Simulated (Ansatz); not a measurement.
**Geometry relaxation, with input and output: C₅H₁₃N (part 2 of 2)**

The same run, continued: C₅H₁₃N; RKS LDA/STO-3G (Ansatz 0.2.0). It belongs to a series of runs on one base structure; here: end point A relaxed.

## Trajectory as extended XYZ, continued
```
19
Properties=species:S:1:pos:R:3:forces:R:3 step=3 energy=-6739.22786
C     0.7857   -1.7384   -0.7070   -0.0162  -0.0482   0.0170
C     0.7443   -0.3793    0.0208    0.1267   0.0148  -0.0721
C     1.1662    0.7494   -0.9439   -0.0753   0.0280  -0.0158
C    -0.6771   -0.1446    0.6178   -0.0297   0.0280  -0.0328
C    -0.7278    1.1246    1.5158   -0.0005  -0.0504  -0.0818
N    -1.6829   -0.1477   -0.5034    0.1728  -0.1567  -0.0301
H     1.7906   -1.9266   -1.1255   -0.1353   0.0124   0.0290
H     0.0403   -1.7315   -1.5203    0.0243   0.0179   0.0496
H     0.5260   -2.5546   -0.0116    0.0580   0.0392  -0.0476
H     1.4651   -0.4008    0.8615   -0.0374   0.0089   0.0603
H     2.1780    0.5559   -1.3344   -0.0007   0.0178   0.0444
H     1.1627    1.7285   -0.4384    0.0325  -0.0186  -0.0062
H     0.4780    0.7948   -1.8031   -0.0014  -0.0137   0.0018
H    -0.9214   -1.0259    1.2472    0.0213  -0.0001   0.0347
H     0.0459    1.0837    2.3000   -0.0260  -0.0456  -0.0088
H    -1.7147    1.2109    2.0003    0.0276   0.0018  -0.0036
H    -0.5556    2.0308    0.9129   -0.0050  -0.0037  -0.0185
H    -1.5261    0.7746   -1.0102   -0.0937   0.0299   0.1005
H    -2.6192   -0.0080   -0.0219   -0.0420   0.1385  -0.0200
19
Properties=species:S:1:pos:R:3:forces:R:3 step=4 energy=-6739.23689
C     0.7825   -1.7432   -0.6916    0.1164   0.0052  -0.0416
C     0.7512   -0.3763    0.0191   -0.1134  -0.0198   0.0252
C     1.1590    0.7510   -0.9525    0.0149  -0.0571  -0.0037
C    -0.6767   -0.1495    0.6057    0.0142   0.0490   0.1639
C    -0.7251    1.1105    1.5121   -0.0264   0.0066  -0.0258
N    -1.6707   -0.1306   -0.5260   -0.0283  -0.0038  -0.0209
H     1.7511   -1.8950   -1.1917    0.0207  -0.0303  -0.0414
H    -0.0253   -1.7737   -1.4407   -0.0378   0.0461   0.0325
H     0.6253   -2.5630    0.0266   -0.0225   0.0216   0.0204
H     1.4642   -0.3855    0.8676   -0.0167   0.0052  -0.0043
H     2.1848    0.5760   -1.3114    0.0194   0.0192  -0.0316
H     1.1274    1.7366   -0.4611   -0.0134  -0.0188   0.0013
H     0.4876    0.7643   -1.8263    0.0161  -0.0026   0.0194
H    -0.9274   -1.0335    1.2312    0.0213   0.0236  -0.0472
H     0.0080    1.0300    2.3303    0.0120  -0.0238   0.0004
H    -1.7268    1.2284    1.9562   -0.0136  -0.0046  -0.0008
H    -0.4934    2.0187    0.9314   -0.0103  -0.0367  -0.0124
H    -1.5241    0.8233   -0.9717    0.0356   0.0648  -0.0944
H    -2.6137    0.0073   -0.0507    0.0118  -0.0438   0.0611
19
Properties=species:S:1:pos:R:3:forces:R:3 step=5 energy=-6739.23747
C     0.7868   -1.7411   -0.6966   -0.1219  -0.0298   0.0687
C     0.7481   -0.3791    0.0230    0.1885   0.0451  -0.0070
C     1.1660    0.7428   -0.9498   -0.0278   0.0625   0.0196
C    -0.6769   -0.1448    0.6125    0.0491  -0.0483  -0.2083
C    -0.7339    1.1134    1.5142    0.0269  -0.0249  -0.0049
N    -1.6653   -0.1271   -0.5292   -0.0386  -0.0414   0.1218
H     1.7388   -1.8909   -1.2297   -0.0005   0.0443   0.0175
H    -0.0491   -1.7691   -1.4150   -0.0094  -0.0009  -0.0001
H     0.6517   -2.5589    0.0282   -0.0044  -0.0377  -0.0191
H     1.4601   -0.3892    0.8711    0.0212   0.0017   0.0220
H     2.1938    0.5739   -1.3090   -0.0235  -0.0233   0.0210
H     1.1298    1.7276   -0.4580   -0.0030   0.0164  -0.0137
H     0.4968    0.7565   -1.8246    0.0071  -0.0004  -0.0017
H    -0.9277   -1.0319    1.2311   -0.0242   0.0012  -0.0056
H     0.0044    1.0362    2.3280    0.0023   0.0140   0.0174
H    -1.7355    1.2227    1.9609   -0.0042   0.0039   0.0018
H    -0.5111    2.0186    0.9275    0.0011   0.0161  -0.0035
H    -1.5176    0.8236   -0.9878    0.0162  -0.0121   0.0446
H    -2.6012    0.0124   -0.0402   -0.0549   0.0136  -0.0704
19
Properties=species:S:1:pos:R:3:forces:R:3 step=6 energy=-6739.23909
C     0.7715   -1.7381   -0.7025   -0.0720   0.0263   0.0709
C     0.7524   -0.3791    0.0267    0.0920   0.0015   0.0205
C     1.1693    0.7496   -0.9403    0.0062   0.0056   0.0064
C    -0.6718   -0.1490    0.6201    0.0121  -0.0504  -0.1146
C    -0.7377    1.1165    1.5131    0.0179   0.0066  -0.0356
N    -1.6618   -0.1573   -0.5200    0.0313  -0.0059   0.0941
H     1.7065   -1.8787   -1.2645    0.0460   0.0098  -0.0144
H    -0.0861   -1.7574   -1.3944   -0.0283   0.0030  -0.0153
H     0.6576   -2.5649    0.0156    0.0025  -0.0075   0.0008
H     1.4681   -0.3981    0.8727   -0.0038   0.0045  -0.0105
H     2.2020    0.5852   -1.2877   -0.0240  -0.0051   0.0083
H     1.1226    1.7345   -0.4498   -0.0029   0.0026   0.0049
H     0.5116    0.7609   -1.8243    0.0079  -0.0050   0.0101
H    -0.9157   -1.0302    1.2500   -0.0015  -0.0056   0.0030
H     0.0068    1.0559    2.3228    0.0073  -0.0048   0.0083
H    -1.7367    1.2159    1.9675   -0.0112  -0.0035  -0.0025
H    -0.5319    2.0234    0.9218    0.0000  -0.0103  -0.0111
H    -1.4752    0.7620   -1.0223    0.0079   0.0536  -0.0298
H    -2.5935    0.0449   -0.0479   -0.0873  -0.0153   0.0064
19
Properties=species:S:1:pos:R:3:forces:R:3 step=7 energy=-6739.24083
C     0.7725   -1.7374   -0.6989    0.0016  -0.0168  -0.0079
C     0.7565   -0.3784    0.0270    0.0077   0.0009  -0.0199
C     1.1736    0.7494   -0.9394    0.0039   0.0068   0.0048
C    -0.6708   -0.1496    0.6129   -0.0123   0.0052  -0.0116
C    -0.7336    1.1151    1.5058    0.0010   0.0011   0.0164
N    -1.6654   -0.1482   -0.5223   -0.0081   0.0515   0.0129
H     1.7103   -1.8804   -1.2586   -0.0118   0.0020   0.0064
H    -0.0841   -1.7556   -1.3936    0.0011   0.0053   0.0065
H     0.6557   -2.5630    0.0207    0.0013  -0.0017  -0.0064
H     1.4692   -0.3967    0.8750   -0.0076   0.0029   0.0062
H     2.2053    0.5841   -1.2876   -0.0022  -0.0020   0.0024
H     1.1274    1.7341   -0.4482    0.0007   0.0004  -0.0025
H     0.5148    0.7601   -1.8221   -0.0055  -0.0009   0.0014
H    -0.9162   -1.0316    1.2411   -0.0050  -0.0021  -0.0043
H     0.0056    1.0487    2.3203   -0.0039   0.0089  -0.0001
H    -1.7356    1.2215    1.9530    0.0050   0.0031  -0.0011
H    -0.5176    2.0189    0.9136   -0.0007  -0.0020  -0.0009
H    -1.5052    0.7922   -0.9998   -0.0137  -0.0502   0.0260
H    -2.6044    0.0125   -0.0426    0.0484  -0.0123  -0.0284
19
Properties=species:S:1:pos:R:3:forces:R:3 step=8 energy=-6739.24112
C     0.7702   -1.7372   -0.7000    0.0061  -0.0065  -0.0074
C     0.7577   -0.3789    0.0277    0.0061   0.0002  -0.0026
C     1.1756    0.7500   -0.9370    0.0015   0.0007   0.0002
C    -0.6694   -0.1490    0.6136   -0.0129  -0.0044  -0.0057
C    -0.7337    1.1173    1.5045   -0.0002  -0.0010   0.0037
N    -1.6617   -0.1508   -0.5229   -0.0053   0.0262   0.0130
H     1.7056   -1.8798   -1.2636   -0.0063   0.0004   0.0036
H    -0.0892   -1.7526   -1.3912   -0.0016   0.0063   0.0058
H     0.6553   -2.5641    0.0181    0.0014   0.0004  -0.0019
H     1.4695   -0.3989    0.8762    0.0011   0.0002   0.0025
H     2.2061    0.5828   -1.2873    0.0013  -0.0004  -0.0009
H     1.1324    1.7340   -0.4441    0.0008  -0.0008  -0.0004
H     0.5148    0.7635   -1.8182   -0.0023  -0.0002   0.0014
H    -0.9152   -1.0306    1.2422   -0.0012   0.0014  -0.0014
H     0.0050    1.0544    2.3197   -0.0008   0.0024  -0.0010
H    -1.7359    1.2242    1.9509    0.0011   0.0002  -0.0003
H    -0.5184    2.0198    0.9102    0.0000   0.0008  -0.0011
H    -1.5083    0.7914   -0.9968   -0.0049  -0.0186   0.0048
H    -2.6023    0.0002   -0.0454    0.0160  -0.0073  -0.0122
19
Properties=species:S:1:pos:R:3:forces:R:3 step=9 energy=-6739.24126
C     0.7672   -1.7359   -0.7018    0.0021  -0.0002  -0.0023
C     0.7598   -0.3795    0.0299    0.0021  -0.0052  -0.0004
C     1.1794    0.7505   -0.9327    0.0003   0.0001  -0.0008
C    -0.6679   -0.1490    0.6147   -0.0097   0.0003   0.0017
C    -0.7348    1.1200    1.5018   -0.0012   0.0022  -0.0043
N    -1.6585   -0.1556   -0.5227    0.0106  -0.0041   0.0042
H     1.6968   -1.8765   -1.2747    0.0010  -0.0010  -0.0001
H    -0.0998   -1.7469   -1.3838   -0.0013   0.0023   0.0023
H     0.6586   -2.5655    0.0142    0.0014   0.0011   0.0004
H     1.4714   -0.4029    0.8787   -0.0021   0.0007  -0.0020
H     2.2082    0.5802   -1.2866   -0.0007   0.0004  -0.0005
H     1.1414    1.7334   -0.4371    0.0010  -0.0005   0.0008
H     0.5157    0.7689   -1.8117    0.0013   0.0003   0.0011
H    -0.9137   -1.0292    1.2450    0.0017   0.0004   0.0018
H     0.0051    1.0627    2.3163    0.0010  -0.0020  -0.0011
H    -1.7367    1.2256    1.9491   -0.0009  -0.0005   0.0005
H    -0.5231    2.0211    0.9040   -0.0002  -0.0013   0.0005
H    -1.5102    0.7858   -0.9977    0.0020   0.0089  -0.0077
H    -2.6008   -0.0113   -0.0485   -0.0085  -0.0018   0.0059
```

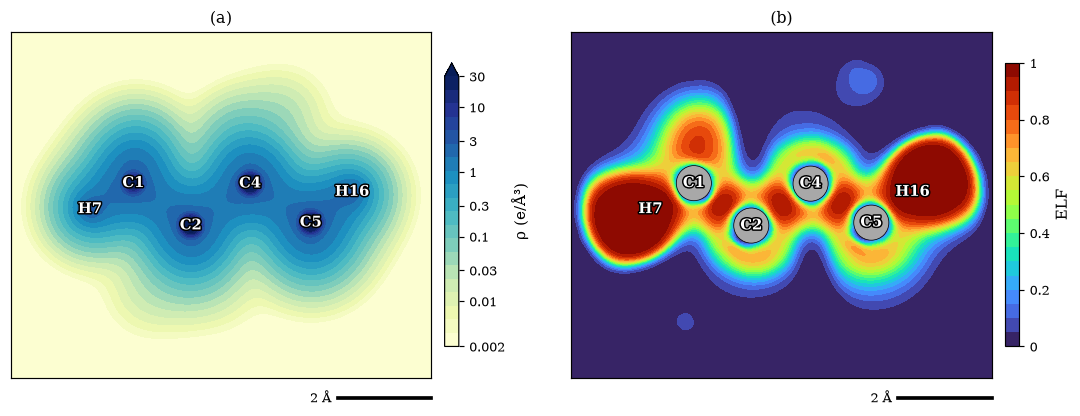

*(a) electron density; (b) ELF on the plane of atoms C2, C4 and C5. Grey discs, where drawn, cover atomic cores.*

Atoms in the plane: C and H.

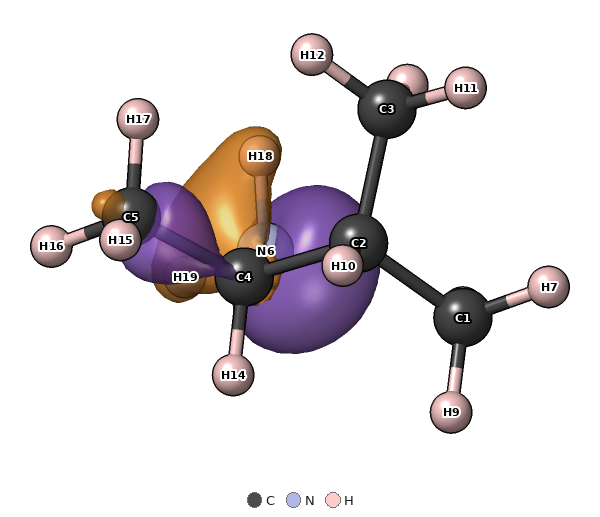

*The HOMO at ±0.15 Å⁻³ᐟ² (orange and purple are the two phases), seen at a tilt.*

Its energy is −2.04 eV.

This output came from the following input.

## Input file
```yaml
crystal:
  periodic: [false, false, false]
  atoms:
    - { symbol: C, position_ang: [0.8366, -1.7793, -0.7195] }
    - { symbol: C, position_ang: [0.7113, -0.3877, -0.0071] }
    - { symbol: C, position_ang: [1.1498, 0.7309, -0.9626] }
    - { symbol: C, position_ang: [-0.6156, -0.1402, 0.6044] }
    - { symbol: C, position_ang: [-0.7445, 1.0985, 1.4615] }
    - { symbol: "N", position_ang: [-1.7423, -0.0733, -0.4103] }
    - { symbol: H, position_ang: [1.8394, -1.9376, -1.0565] }
    - { symbol: H, position_ang: [0.1821, -1.7383, -1.6229] }
    - { symbol: H, position_ang: [0.4881, -2.5333, -0.025] }
    - { symbol: H, position_ang: [1.4349, -0.4281, 0.8479] }
    - { symbol: H, position_ang: [2.1839, 0.5206, -1.2937] }
    - { symbol: H, position_ang: [1.2376, 1.7044, -0.4219] }
    - { symbol: H, position_ang: [0.4811, 0.8515, -1.8382] }
    - { symbol: H, position_ang: [-0.9402, -0.9958, 1.2736] }
    - { symbol: H, position_ang: [0.0435, 1.0732, 2.2401] }
    - { symbol: H, position_ang: [-1.6989, 1.2028, 2.0243] }
    - { symbol: H, position_ang: [-0.6231, 2.0506, 0.8898] }
    - { symbol: H, position_ang: [-1.6217, 0.7526, -0.9794] }
    - { symbol: H, position_ang: [-2.6439, 0.0243, 0.052] }
basis:
  gaussian: { orbitals: STO-3G }
hamiltonian:
  xc: lda
relax:
  f_tol: 0.015
  max_steps: 40
output:
  orbitals: {}
```

Run as:
```bash
ansatz run input.yaml --threads 1 --pin off --max-ram 2048MiB --backend cpu --events-out ev --progress --plain --runs-dir out
```

## Summary

| quantity | value |
| --- | --- |
| outcome | converged |
| total energy | −6739.2413 eV |
| mean-field energy | −6739.2413 eV |
| largest force (length of the vector) at the end | 0.012 eV/Å |
| hardware | 1 thread of Arm Neoverse V1, 24 GiB of memory available, shared host |
| wall time | 33 s |
| peak memory | 0.12 GiB |
